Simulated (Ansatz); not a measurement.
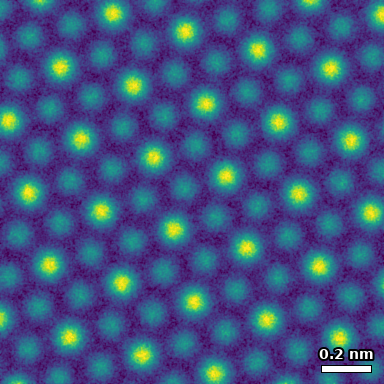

iDPC-like image of a crystal. Simulated as the projected potential of neutral atoms (B = 0.8 Å²) blurred by a 0.67 Å probe, the thin-sample limit of integrated differential phase contrast. The display is stretched by a gamma of 0.8; percentages refer to the linear signal. Shot noise was added.

Give the net of the columns and its spacings.

Answer. The pattern repeats on a hexagonal net with a repeat of 3.1 Å.

Which plane group does this projection have?

Answer. p6mm: sixfold points with mirror lines through them.

How many columns does the smallest repeating cell hold, and how many levels of brightness?

Answer. 3 columns in the primitive cell of 8.5 Å², with 2 levels of brightness (about 100, 40 % of the brightest, counted from the darkest point).

The crystal is Zr (P6_3/mmc, No. 194) seen along [001]. Atomic positions: a calculation's starting geometry; the starting structure was generated, so it need not be a known form of this composition.
